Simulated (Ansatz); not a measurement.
Process, species as SMILES: C#C (C2H2) → 2 C atom + 2 H atom
B3LYP-D3(BJ)/def2-TZVP geometries, fixed; electronic energies without zero-point terms.

Basis-set convergence of the atomisation energy at MP2 with Ansatz (a quantum-chemistry and plane-wave program). Cartesian d functions, on some or all atoms, in 6-31G**; all else is spherical. Cores are frozen. Open shells are unrestricted. No added dispersion term, no relativity. Functions are those of the species that has most. Reference: Hartree-Fock in aug-cc-pVQZ plus the correlation part extrapolated as X^-3 from aug-cc-pVTZ and aug-cc-pVQZ, 413.87 kcal/mol, itself unsure by roughly 1.43 kcal/mol (a third of the extrapolation step and of the last Hartree-Fock step). Deviations are taken from unrounded values.

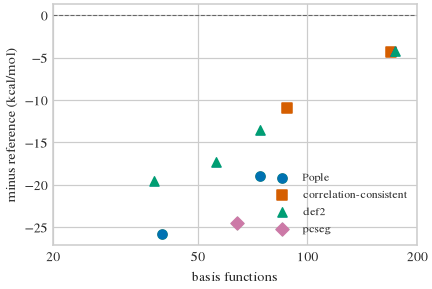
Fig. 1. Deviation from the reference against the number of basis functions, by family of sets.

```
basis            functions  atomisation energy (kcal/mol)  minus reference (kcal/mol)
---------------  ---------  -----------------------------  --------------------------
def2-SVP                38                         394.35                      -19.52
6-31G**                 40                         388.02                      -25.85
def2-SVPD               56                         396.58                      -17.29
aug-pcseg-1             64                         389.41                      -24.46
6-311++G(2d,2p)         74                         394.89                      -18.98
def2-TZVP               74                         400.40                      -13.47
cc-pVTZ                 88                         402.99                      -10.88
cc-pVQZ                170                         409.51                       -4.36
def2-QZVPP             174                         409.70                       -4.17
```
